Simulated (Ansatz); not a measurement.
```xyz
9

F     2.1142    1.7617   -1.1499
C     1.4637    0.7529   -0.6263
C     1.6896   -0.4875   -0.2048
B     0.2947    0.0442   -0.1086
Si   -1.6089   -0.1793    0.4203
H     2.4496   -1.2455   -0.0818
H    -2.5165    0.6085   -0.4554
H    -2.0246   -1.6065    0.3704
H    -1.7732    0.3054    1.8189
```

Geometry: PBE0-D4/def2-TZVP.

Computed with RKS PBE0-D4/def2-TZVPP in Ansatz 0.2.0.

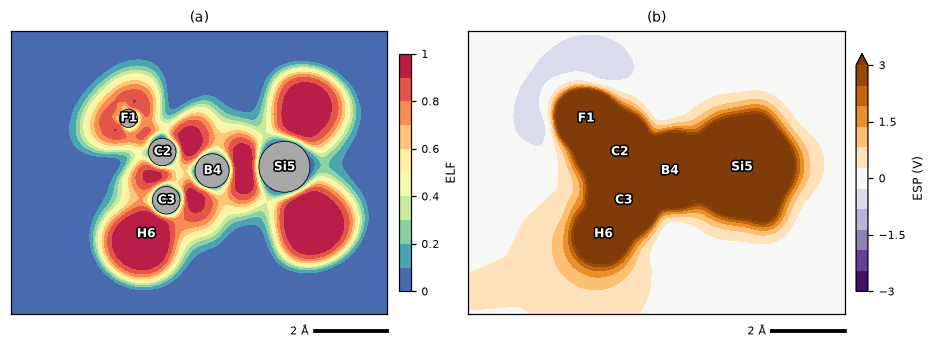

C2H4BFSi (SMILES FC1=CB1[SiH3]). (a) electron localisation function; (b) molecular electrostatic potential on the plane of atoms F1, C2 and C3. Grey discs cover the atomic cores in the ELF map.

### What do the fields say about this system?

The plane passes through F, C, B, Si and H nuclei. C–F (1.31 Å): the ELF peaks at about 0.85 between the atoms (a shared but strongly polarised pair). C–C (1.33 Å): the ELF peaks at about 0.90 between the atoms (a short, multiple covalent bond). C–B (1.46 Å): the ELF peaks at about 0.80 between the atoms: a covalent bond. Si–B (1.99 Å): the ELF peaks at about 1 between the atoms: a covalent bond. C–H (1.08 Å): the ELF climbs to about 1 towards the hydrogen, as it does in any bond to H: a covalent bond by its length. The ELF also peaks beside F1, away from the bonds: lone-pair regions. Outside the dense part of the molecule the potential is most negative (−0.5 V) near F1.
